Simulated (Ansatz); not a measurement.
# Changed inputs in constrained RPA: TcO2 (1T sheet)

Aim: hold the target of a cRPA run on TcO2 (1T sheet) and move one thing at a time.

Method: constrained RPA on PBEsol, plane waves, PAW, in Ansatz 0.2.0.

### 1. Set-up

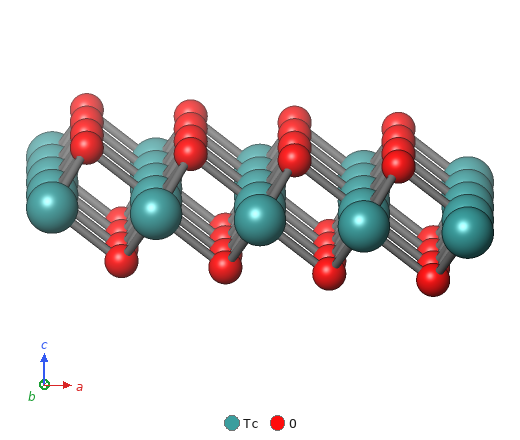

The starting structure, seen nearly edge on (technetium teal, oxygen red). 4×4×1 cells are drawn. Some periodic images of atoms are drawn too.

The cell holds 3 atoms: 1 Tc and 2 O. Its edges and angles: a = 2.758 Å, b = 2.758 Å, c = 28.793 Å, α = 90.0°, β = 90.0°, γ = 120.0°. Vacuum lies along c.

As a file:

```cif
data_structure
_symmetry_space_group_name_H-M 'P 1'
_symmetry_Int_Tables_number 1
_cell_length_a 2.7584
_cell_length_b 2.7584
_cell_length_c 28.7929
_cell_angle_alpha 90.000
_cell_angle_beta 90.000
_cell_angle_gamma 120.000
_cell_volume 189.73
loop_
_atom_site_label
_atom_site_type_symbol
_atom_site_fract_x
_atom_site_fract_y
_atom_site_fract_z
_atom_site_occupancy
Tc1 Tc 0.00000 0.00000 0.32120 1
O2 O 0.33333 0.66667 0.36418 1
O3 O 0.66667 0.33333 0.27821 1
```

The structure was relaxed with PBEsol. The structure was generated from a model, not taken from a measurement. The runs that relaxed it are not among those shown. The program's search for lower electronic states was switched off, so nothing shows that the state found is the lowest. The default PAW set here is soft_2. Its files were made with PBE. The Coulomb interaction is cut off across the vacuum.

### 2. Base: Tc t2g, bands v2 to c1, 6×6×1 mesh, medium accuracy

Constrained RPA screens the interaction with every transition except those inside the target bands, which a later many-body model would treat itself.

input.yaml

```yaml
crystal:
  lattice:
    - [1.95047177, -1.95047177, 0.0]
    - [-1.95047177, 0.0, -1.95047177]
    - [16.6235821, 16.6235821, -16.6235821]
  atoms:
    - { symbol: Tc, position: [0.0, 0.0, 0.3211981356] }
    - { symbol: O, position: [0.3333333333, 0.6666666667, 0.3641820676] }
    - { symbol: O, position: [0.6666666667, 0.3333333333, 0.2782142035] }
  periodic: [true, true, false]
kpoints:
  mp_grid: { grid: [12, 12, 1] }
hamiltonian:
  xc: pbesol
scf:
  occupations: { method: gaussian, width: 0.08 }
  n_extra_bands: 19
  max_iter: 150
  lower_state_search: "off"
output:
  crpa:
    kmesh: [6, 6, 1]
    target_bands: [v2, c1]
    projections: [{ species: Tc, l: d, shell: 4, orbitals: [dxz, dyz, dxy] }]
  local_orbitals:
    kmesh: [12, 12, 1]
    orbitals: [{ species: Tc, l: d, shell: 4, orbitals: [dxz, dyz, dxy] }]
    window: { bands: [v2, c1] }
    seedname: lo
```

The run is started by

```console
$ ansatz run input.yaml --threads 4 --pin off --max-ram 14745MiB --backend cpu --events-out ev --progress --plain --runs-dir out
```

Numbers of over 12 decimals in the logs are rounded to 6 here.

What it wrote:

```text
scf.n_extra_bands = 19 over 14 filled bands (N_el = 27.0): the run solves 33 bands
Engine: ansatz 0.2.0, aarch64-unknown-linux-gnu
Pseudopotentials: kind: paw
Pseudopotential: Tc, paw, valence charge 15, recommended cutoff 500 eV (normal), Tc.paw.azcp
Pseudopotential: O, paw, valence charge 6, recommended cutoff 420 eV (normal), O.paw.azcp
Functional definition: PBEsol
  exchange = pbesol_x
  correlation = pbesol_c
Crystal: 3 atoms, lattice volume = 189.725 Å³
Basis set: ecut = 500 eV, 4653 PW (Γ)
Bands: 33, of which v1, the nominal top of the filled ones, is band 14 counted from 1 (13 counted from 0)
Symmetry: 12 space group operations
Space group: P-3m1 (ITA 164), of the structure as read, at distance tolerance 5.7e-5 Å
k-points: 19 of 144
Non-local potential: Tc, projectors of the file, l = 0: 3, l = 1: 3, l = 2: 2, l = 3: 2
Non-local potential: O, projectors of the file, l = 0: 2, l = 1: 2, l = 2: 1
PAW form: soft (Blöchl's): semilocal exchange-correlation on the pseudo side does not see the compensation charge
PAW frozen core: Tc, regenerated for the run's functional, and the local potential with it (the file was generated under x = pbe(κ = 0.804, μ = 0.219515), c = pbe(β = 0.066725))
PAW frozen core: O, regenerated for the run's functional, and the local potential with it (the file was generated under x = pbe(κ = 0.804, μ = 0.219515), c = pbe(β = 0.066725))
PAW one-centre angular grid: Tc, 590 points (default); XC on 64 Gauss nodes
PAW one-centre angular grid: O, 110 points (default); XC on 64 Gauss nodes
Initial density: superposition of atomic densities (neutral atoms: chi_scale 0, normalization atom)
Initial wavefunctions: pseudopotential atomic-orbital guess
Functional: x = pbesol(κ = 0.804, μ = 0.123457), c = pbesol(β = 0.046)
SCF iter   1: F=—  HF=-6459.687937 eV  |F-HF|=—  |Δ(HF+E_count)|=         —  Δρ=6.65e-2  dr2=9.41e0  ethr=3.10e-3  ⟨swp⟩=11.4  Hψ=5097  notcnv=0  defer=150
preconditioner: auto → LDOS  [insulator: Δε(μ)=0.115 eV  Ē_g=20.219 eV  σ=0.080 eV  W_gap=0.68  n_scr=18 (ndim 8)  ℏωp=11.8 eV  f_vac=0.800  D(μ)=1.03/eV (n_scr^D=8)  ε∞_Penn≈1.3  β→1.0]
SCF iter   2: F=—  HF=-6458.464359 eV  |F-HF|=—  |Δ(HF+E_count)|=    1.22e0  Δρ=4.85e-2  dr2=3.49e0  ethr=3.10e-3  ⟨swp⟩=5.4  Hψ=1750  notcnv=0  defer=237
SCF iter   3: F=—  HF=-6457.901099 eV  |F-HF|=—  |Δ(HF+E_count)|=   5.63e-1  Δρ=7.02e-3  dr2=1.20e-1  ethr=3.10e-3  ⟨swp⟩=4.0  Hψ=1371  notcnv=0  defer=236
SCF iter   4: F=—  HF=-6457.886302 eV  |F-HF|=—  |Δ(HF+E_count)|=   1.48e-2  Δρ=1.10e-3  dr2=1.71e-3  ethr=4.44e-4  ⟨swp⟩=3.3  Hψ=892  notcnv=0  defer=235
SCF iter   5: F=—  HF=-6457.886547 eV  |F-HF|=—  |Δ(HF+E_count)|=   2.45e-4  Δρ=2.82e-4  dr2=1.20e-4  ethr=6.32e-6  ⟨swp⟩=3.9  Hψ=1053  notcnv=0  defer=235
SCF iter   6: F=—  HF=-6457.886612 eV  |F-HF|=—  |Δ(HF+E_count)|=   6.48e-5  Δρ=7.16e-5  dr2=1.07e-5  ethr=4.45e-7  ⟨swp⟩=3.1  Hψ=766  notcnv=0  defer=235
SCF iter   7: F=—  HF=-6457.886613 eV  |F-HF|=—  |Δ(HF+E_count)|=   1.28e-6  Δρ=2.21e-5  dr2=4.37e-7  ethr=3.97e-8  ⟨swp⟩=3.4  Hψ=1045  notcnv=0  defer=235
SCF iter   8: F=-6457.886614 eV  HF=-6457.886613 eV  |F-HF|=5.93e-8  |Δ(HF+E_count)|=   3.70e-7  Δρ=2.57e-6  dr2=5.23e-9  ethr=3.70e-10  ⟨swp⟩=24.6  Hψ=6815  notcnv=0
SCF 1 converged in 8 iterations: F = -6457.886614 eV  dr2 = 5.23e-9
[...]
NSCF: frozen V_eff on 22 k-points
NSCF: frozen V_eff on 7 k-points
[...]
cRPA screening: q 1/36
cRPA screening: q 2/36
cRPA screening: q 8/36 (q-point 3)
cRPA screening: q 14/36 (q-point 4)
cRPA screening: q 17/36 (q-point 8)
cRPA screening: q 23/36 (q-point 9)
cRPA screening: q 35/36 (q-point 15)
SCF converged after 8 iterations
Free energy (F): -6457.886614 eV
Harris-Foulkes:  -6457.886613 eV  (|F-HF|=5.93e-8)
Internal energy: -6457.879431 eV  (E = F + TS)
E sigma→0 (E₀):  -6457.883022 eV
Entropy (-TS):   -0.007183 eV (-2.394 meV/atom)
Fermi energy:    -7.067810 eV
--- Per-component energies (eV) ---
  E_band       = -711.008502
  E_kinetic    = 967.909325
  E_local      = -63173.631708  (includes V_loc(G=0)·N_el)
  E_nonlocal   = 385.960524
  E_hartree    = 30889.645407
  E_xc         = -381.652416
  E_vxc        = -478.420247  (∫ρ·V_xc dr)
  E_paw        = -3523.250776  (= ΣΔE_a)
  E_vpaw       = -192.124127  (= ΣTr[D̂ρ^β])
  E_aug_tail   = 0.001992  (compensation charges beyond the density's cutoff)
  E_ewald      = 28376.840800
  E_core_change = 0.297420  (= ΣΔE_core)
  E_smearing   = -0.007183  (= −TS)
  E_closure    = 0.000000  (closes the sum)
  Σ components = -6457.886614   (vs F -6457.886614, Δ=0.00e0)
--- Band table (eV; the first three rows and the last of 19) ---
  k-point 0: bands = [... 10 lower, -9.3984, -9.3984, -8.4581, -8.4581, -7.3626, -3.8007, -3.8007, -1.4152, ... 15 higher]
  k-point 1: bands = [... 10 lower, -10.0927, -9.7915, -8.2830, -8.0539, -7.2905, -3.9743, -3.7703, -1.0835, ... 15 higher]
  k-point 2: bands = [... 10 lower, -10.3050, -10.0014, -8.3530, -7.4657, -7.0269, -4.2188, -3.6658, -0.2597, ... 15 higher]
  k-point 18: bands = [... 10 lower, -12.0057, -10.8859, -6.7974, -6.7974, -6.7870, -3.0068, -3.0068, 6.2430, ... 15 higher]
  the weakly bound empty levels are not read free of the cell's end (no_gap_told)
--- cRPA (band scheme, projected local orbitals): target bands 13..15 (1-based), 3 Wannier function(s), 6×6×1 mesh, 30 bands' worth read of 35 solved, ecut_chi 136.0 eV, v(q+G=0) probe_charge, pair densities all_electron ---
  χ-basis size per q: N_G = 662..709
  window electrons = 3.0000, filled by tetrahedron_uncorrected; constrained ε̄⁻¹(q = 0, 0) head = 0.652861; min gauge Gram eig = 0.4342
  Kanamori averages over each shell's own Wannier functions (sites counted from 0, functions from 1):
    Site 0, 4D, 3 of 5 d orbitals (Wannier functions 1, 2, 3; wannier90's mr 2, 3, 5):
      screened: U = 3.3243 eV, U' = 2.7653 eV, J = 0.2480 eV
      screened, to within: U = 9.1e-3 eV, U' = 9.1e-3 eV, J = 5.4e-4 eV
      bare: V = 11.2159 eV, V' = 10.2940 eV, J = 0.3534 eV
  Hermiticity witness max|P − P†| over intra, direct and exchange elements: 4.44e-15 eV (screened), 5.16e-17 eV (bare)
  Reality witness max|Im| over intra, direct and exchange elements: 6.31e-17 eV (screened), 6.42e-17 eV (bare)
```

Wall time 50 s (4 threads of Arm Neoverse V2, shared host); peak memory 1.5 GiB; 3.1 min of CPU time.

This step gave:

- U: 3.324 eV
- U prime (inter-orbital): 2.765 eV
- J: 0.2480 eV
- bare V: 11.22 eV
- bare J: 0.3534 eV
- stated bound on U: 0.009035 eV
- U over bare V: 0.2964
- electrons in the window: 3.000
- head of the constrained inverse dielectric matrix: 0.6529
- least eigenvalue of the projection's overlap: 0.4342
- target functions: 3
- bands in the sums: 30
- r.m.s. miss of the model bands: 0.006260 eV
- width of the target bands: 4.047 eV
- weight of the projected orbitals in the window: 0.6798

On the Tc t2g shell, screening brings the on-site interaction from 11.2 eV down to U = 3.32 eV.

### 3. Changed: 9×9×1 mesh

input.yaml: that of step 2 with these lines changed.

```diff
@@ -21,9 +21,4 @@
   crpa:
-    kmesh: [6, 6, 1]
+    kmesh: [9, 9, 1]
     target_bands: [v2, c1]
     projections: [{ species: Tc, l: d, shell: 4, orbitals: [dxz, dyz, dxy] }]
-  local_orbitals:
-    kmesh: [12, 12, 1]
-    orbitals: [{ species: Tc, l: d, shell: 4, orbitals: [dxz, dyz, dxy] }]
-    window: { bands: [v2, c1] }
-    seedname: lo
```

What it wrote:

```text
[...]
Crystal: 3 atoms, lattice volume = 189.725 Å³
Basis set: ecut = 500 eV, 4653 PW (Γ)
Bands: 33, of which v1, the nominal top of the filled ones, is band 14 counted from 1 (13 counted from 0)
Symmetry: 12 space group operations
[...]
k-points: 19 of 144
[...]
SCF iter   1: F=—  HF=-6459.687937 eV  |F-HF|=—  |Δ(HF+E_count)|=         —  Δρ=6.65e-2  dr2=9.41e0  ethr=3.10e-3  ⟨swp⟩=11.4  Hψ=5097  notcnv=0  defer=150
[...]
SCF iter   8: F=-6457.886614 eV  HF=-6457.886613 eV  |F-HF|=5.93e-8  |Δ(HF+E_count)|=   3.70e-7  Δρ=2.57e-6  dr2=5.23e-9  ethr=3.70e-10  ⟨swp⟩=24.6  Hψ=6815  notcnv=0
SCF 1 converged in 8 iterations: F = -6457.886614 eV  dr2 = 5.23e-9
[...]
NSCF: frozen V_eff on 12 k-points
[...]
cRPA screening: q 1/81
cRPA screening: q 2/81
cRPA screening: q 8/81 (q-point 3)
cRPA screening: q 14/81 (q-point 4)
cRPA screening: q 20/81 (q-point 5)
[...]
Internal energy: -6457.879431 eV  (E = F + TS)
E sigma→0 (E₀):  -6457.883022 eV
Entropy (-TS):   -0.007183 eV (-2.394 meV/atom)
Fermi energy:    -7.067810 eV
[...]
--- Band table (eV; the first three rows and the last of 19) ---
  k-point 0: bands = [... 10 lower, -9.3984, -9.3984, -8.4581, -8.4581, -7.3626, -3.8007, -3.8007, -1.4152, ... 15 higher]
  k-point 1: bands = [... 10 lower, -10.0927, -9.7915, -8.2830, -8.0539, -7.2905, -3.9743, -3.7703, -1.0835, ... 15 higher]
  k-point 2: bands = [... 10 lower, -10.3050, -10.0014, -8.3530, -7.4657, -7.0269, -4.2188, -3.6658, -0.2597, ... 15 higher]
  k-point 18: bands = [... 10 lower, -12.0057, -10.8859, -6.7974, -6.7974, -6.7870, -3.0068, -3.0068, 6.2430, ... 15 higher]
  the weakly bound empty levels are not read free of the cell's end (no_gap_told)
[...]
χ-basis size per q: N_G = 668..715
[...]
Site 0, 4D, 3 of 5 d orbitals (Wannier functions 1, 2, 3; wannier90's mr 2, 3, 5):
      screened: U = 3.3139 eV, U' = 2.7597 eV, J = 0.2453 eV
      screened, to within: U = 9.9e-3 eV, U' = 9.9e-3 eV, J = 5.2e-4 eV
      bare: V = 11.1108 eV, V' = 10.1957 eV, J = 0.3499 eV
[...]
[key lines of the parts left out:]
SCF converged after 8 iterations
Free energy (F): -6457.886614 eV
```

Wall time 2.3 min (4 threads); peak memory 1.6 GiB.

Numbers from this step:

* U: 3.314 eV
* U prime (inter-orbital): 2.760 eV
* J: 0.2453 eV
* bare V: 11.11 eV
* bare J: 0.3499 eV
* stated bound on U: 0.009822 eV
* U over bare V: 0.2983
* electrons in the window: 3.000
* head of the constrained inverse dielectric matrix: 0.6690
* least eigenvalue of the projection's overlap: 0.4062
* target functions: 3
* bands in the sums: 30
* width of the target bands: 4.047 eV
* weight of the projected orbitals in the window: 0.6798

On the Tc t2g shell, screening brings the on-site interaction from 11.1 eV down to U = 3.31 eV.

### 4. Changed: sums over states

input.yaml: that of step 3 with these lines changed.

```diff
@@ -21,4 +21,7 @@
   crpa:
-    kmesh: [9, 9, 1]
+    kmesh: [6, 6, 1]
     target_bands: [v2, c1]
     projections: [{ species: Tc, l: d, shell: 4, orbitals: [dxz, dyz, dxy] }]
+    accuracy: sum_over_states
+    n_empty_bands: 28
+    ecut_chi: 250
```

What it wrote:

```text
[...]
Crystal: 3 atoms, lattice volume = 189.725 Å³
Basis set: ecut = 500 eV, 4653 PW (Γ)
Bands: 33, of which v1, the nominal top of the filled ones, is band 14 counted from 1 (13 counted from 0)
Symmetry: 12 space group operations
[...]
k-points: 19 of 144
[...]
χ-basis size per q: N_G = 1670..1755
[...]
U and J over all bands: no bound (output.crpa.accuracy: sum_over_states); those below are of the sums over the bands read on the sphere of ecut_chi, with what the atoms add
[...]
Site 0, 4D, 3 of 5 d orbitals (Wannier functions 1, 2, 3; wannier90's mr 2, 3, 5):
      screened: U = 3.4763 eV, U' = 2.8295 eV, J = 0.2846 eV
      bare: V = 11.2159 eV, V' = 10.2940 eV, J = 0.3534 eV
[...]
[key lines of the parts left out:]
SCF converged after 8 iterations
Free energy (F): -6457.886614 eV
Fermi energy:    -7.067810 eV
```

The job ended after 14 s (4 threads; peak memory 0.73 GiB).

This variant gives U = 3.48 eV against 3.32 eV. It is a finite sum over empty states with no bound on its error and stays out of the table below.

### 5. Changed: accuracy low

input.yaml: that of step 4 with these lines changed.

```diff
@@ -24,4 +24,2 @@
     projections: [{ species: Tc, l: d, shell: 4, orbitals: [dxz, dyz, dxy] }]
-    accuracy: sum_over_states
-    n_empty_bands: 28
-    ecut_chi: 250
+    accuracy: low
```

What it wrote:

```text
[...]
Crystal: 3 atoms, lattice volume = 189.725 Å³
Basis set: ecut = 500 eV, 4653 PW (Γ)
Bands: 33, of which v1, the nominal top of the filled ones, is band 14 counted from 1 (13 counted from 0)
Symmetry: 12 space group operations
[...]
k-points: 19 of 144
[...]
the weakly bound empty levels are not read free of the cell's end (no_gap_told)
[...]
χ-basis size per q: N_G = 662..709
[...]
Site 0, 4D, 3 of 5 d orbitals (Wannier functions 1, 2, 3; wannier90's mr 2, 3, 5):
      screened: U = 3.2987 eV, U' = 2.7464 eV, J = 0.2456 eV
      screened, to within: U = 8.7e-2 eV, U' = 8.7e-2 eV, J = 7.2e-3 eV
      bare: V = 11.2159 eV, V' = 10.2940 eV, J = 0.3534 eV
[...]
[key lines of the parts left out:]
SCF converged after 8 iterations
Free energy (F): -6457.886614 eV
Fermi energy:    -7.067810 eV
```

Elapsed: 32 s, on 4 threads; peak memory 1.4 GiB.

This step gave:

| Property | Result |
| --- | --- |
| U | 3.299 eV |
| U prime (inter-orbital) | 2.746 eV |
| J | 0.2456 eV |
| bare V | 11.22 eV |
| bare J | 0.3534 eV |
| stated bound on U | 0.08641 eV |
| U over bare V | 0.2941 |
| electrons in the window | 3.000 |
| head of the constrained inverse dielectric matrix | 0.6529 |
| least eigenvalue of the projection's overlap | 0.4342 |
| target functions | 3 |
| bands in the sums | 30 |
| width of the target bands | 4.047 eV |
| weight of the projected orbitals in the window | 0.6798 |

On the Tc t2g shell, screening brings the on-site interaction from 11.2 eV down to U = 3.30 eV.

### 6. Changed: one k-point

input.yaml: that of step 5 with these lines changed.

```diff
@@ -21,5 +21,4 @@
   crpa:
-    kmesh: [6, 6, 1]
+    kmesh: [1, 1, 1]
     target_bands: [v2, c1]
     projections: [{ species: Tc, l: d, shell: 4, orbitals: [dxz, dyz, dxy] }]
-    accuracy: low
```

What it wrote:

```text
[...]
Crystal: 3 atoms, lattice volume = 189.725 Å³
Basis set: ecut = 500 eV, 4653 PW (Γ)
Bands: 33, of which v1, the nominal top of the filled ones, is band 14 counted from 1 (13 counted from 0)
Symmetry: 12 space group operations
[...]
k-points: 19 of 144
[...]
the weakly bound empty levels are not read free of the cell's end (no_gap_told)
[...]
χ-basis size per q: N_G = 709..709
[...]
Site 0, 4D, 3 of 5 d orbitals (Wannier functions 1, 2, 3; wannier90's mr 2, 3, 5):
      screened: U = 1.4559 eV, U' = 0.7092 eV, J = 0.3616 eV
      screened, to within: U = 5.2e-3 eV, U' = 5.2e-3 eV, J = 1.3e-3 eV
      bare: V = 15.6321 eV, V' = 14.6418 eV, J = 0.6495 eV
[...]
[key lines of the parts left out:]
SCF converged after 8 iterations
Free energy (F): -6457.886614 eV
Fermi energy:    -7.067810 eV
```

Wall time 7.2 s (4 threads); peak memory 0.96 GiB; 27 s of CPU time.

The run ended normally, though the input holds a fault or crude settings.

The fault put into this input: one k-point. It printed U = 1.46 eV, which is no property of the model meant.

(Continued in part 2 of 2.)

[Paths, hosts, dates, memory and timing lines, banners, echoed tables and standing remarks are left out of the program output.]

[Logs are printed without paths, hosts, clocks, repeated set-up lines and the standing remarks that a program may print on its own settings, such as how far it seeks lower states.]

[Runs of the session that timed out or met a known fault of the program may be left out.]

[Hosts, paths, dates, database ids (printed as entryN), source tags and the programs' standing remarks are cut or masked in the printed files.]
